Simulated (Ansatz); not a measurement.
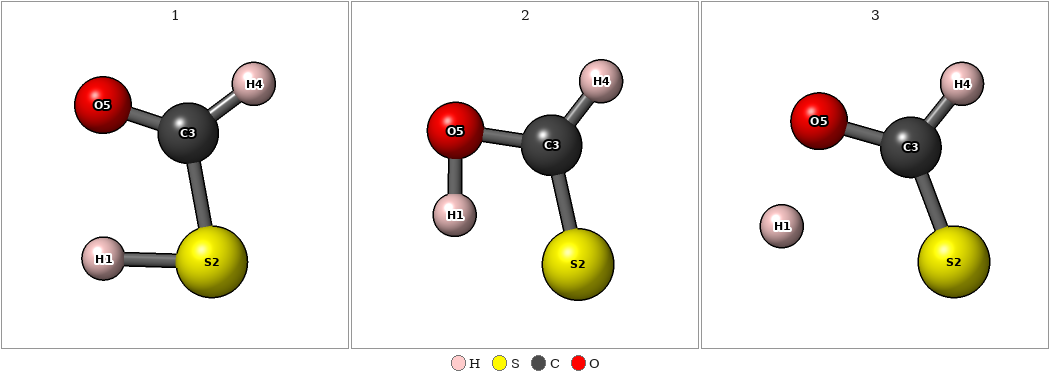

The reacting system CH2OS (one molecule; an intramolecular 1,3-shift). The first coordinate is: distance H1–O5 (bond that forms); the second: distance H1–S2 (bond that breaks). Relaxed at each point: all other coordinates. The grid has 11 × 11 points. Points are written as (first, second). All energies are given in eV relative to the lowest grid point. The reference is spin-restricted, so regions where a bond is pulled apart into radicals lie too high. Level of theory: RKS PBE-D4/def2-TZVP (Ansatz 0.2.0).

The numbered pictures are structures from this grid.

Q: Rank them by energy, lowest first.

A: 1, at (2.073 Å, 1.465 Å): 0.18 eV; 2, at (1.139 Å, 1.797 Å): 0.79 eV; 3, at (1.507 Å, 2.377 Å): 1.70 eV.

The map, with the structures marked:

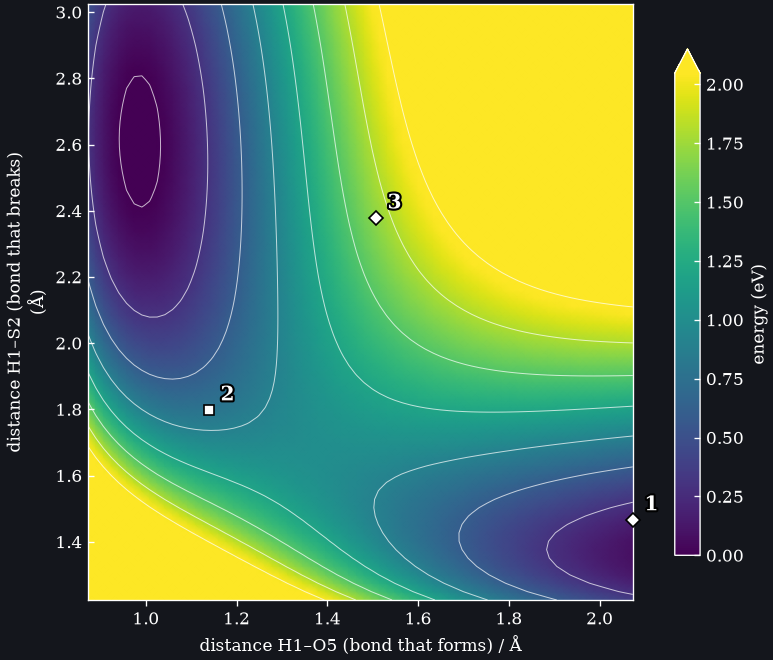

In the figure: a smooth colour map with a few white contour lines, one colour for all values above the top of the scale. Between grid points the surface is interpolated.
